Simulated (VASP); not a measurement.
Input:

```
CELL_PARAMETERS angstrom
      0.00000     2.73607     2.73607
      2.73607     0.00000     2.73607
      2.73607     2.73607     0.00000
ATOMIC_POSITIONS crystal
  Si 0.25000 0.25000 0.25000
  Si 0.75000 0.75000 0.75000
  Ni 0.00000 0.00000 0.00000
```

Method: optB88-vdW, VASP's PBE PAW potentials (set 64) (plane waves; VASP). Settings: 520 eV cut-off, 11×11×11 Γ-centred mesh, tetrahedra with Blöchl corrections, potentials Si Ni.

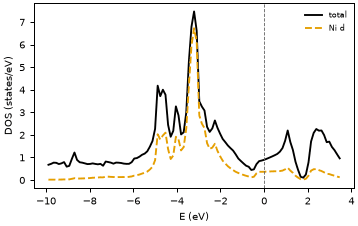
*Total and projected density of states, zero at the Fermi level*

Within 2 eV below the Fermi level the largest weight inside VASP's projection spheres is Ni d, then Si p.

It has no gap at this level: it comes out as a metal or semimetal.

The compound is NiSi2 in the fluorite structure. It was relaxed first. The run is not spin-polarised, so no magnetic state was tried.
